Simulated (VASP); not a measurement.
Band structure of MgSe (rock salt). Computed with PBEsol GGA, VASP's PBE PAW potentials (set 64) (plane waves; VASP).

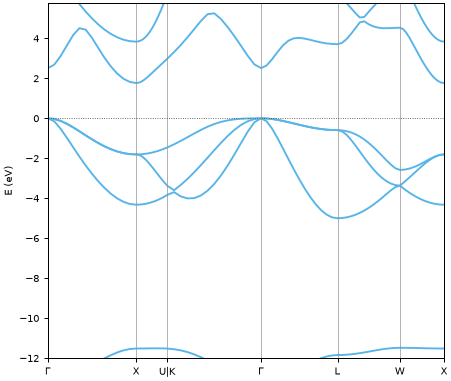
Fig. 1. Bands along high-symmetry lines, zero at the valence-band maximum or, without a gap, the Fermi level

Q: Read the plot: is there a gap, and where are the band edges?

A: The gap is indirect, 1.76 eV, from the valence maximum at Γ to the conduction minimum at X. (Edges off the drawn lines would not show.)

The compound is MgSe in the rock salt structure. It was relaxed first.
